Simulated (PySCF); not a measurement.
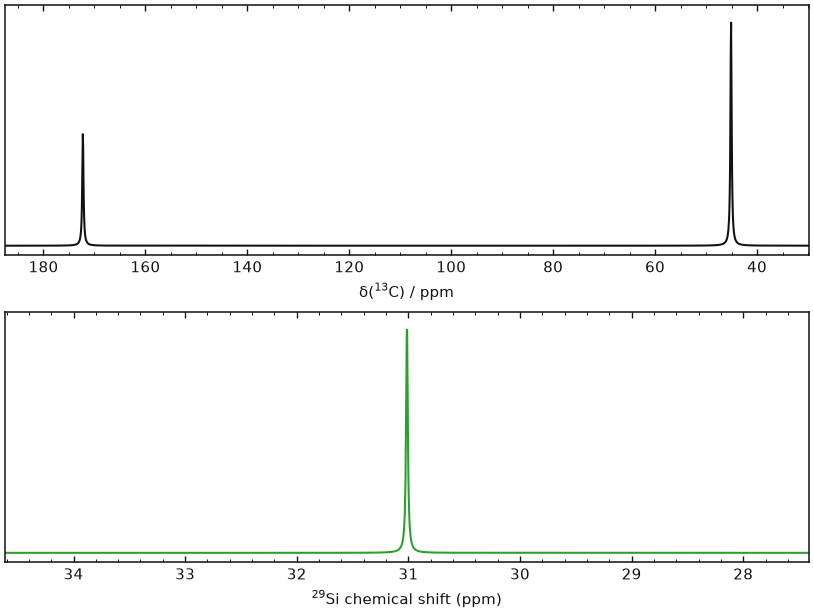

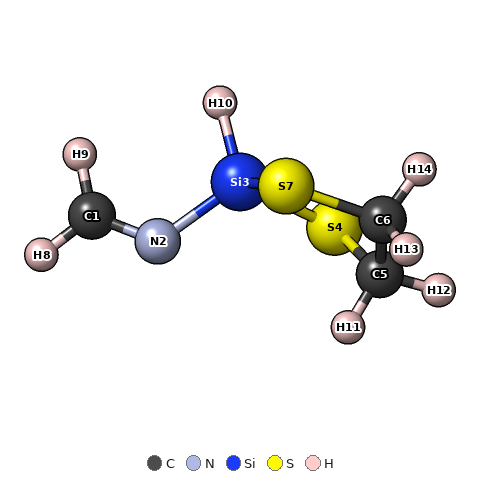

Spectrum and numbered structure of C₃H₇NS₂Si, SMILES C=N[SiH]1SCCS1. GIAO shifts, WP04/pcSseg-1 with PySCF, at a PBE0-D3(BJ)/def2-SVP geometry (no frequency check), against TMS for ¹³C and TMS for ²⁹Si computed at the same level. Gas phase, fully decoupled, line heights follow the number of nuclei, widths are arbitrary (no quadrupolar broadening); values of one conformer, averaged over nuclei that symmetry, rotation about single bonds, ring flips or inversion at nitrogen exchange, these motions taken as fast; other conformers aren't averaged in.

> Assign the ¹³C signals to the numbered atoms.

```tsv
δ (ppm)	nuclei	atoms
172.3	1	C1
45.1	2	C5, C6
```

> Where does the ²⁹Si line lie?

At 31.0 ppm (Si3).
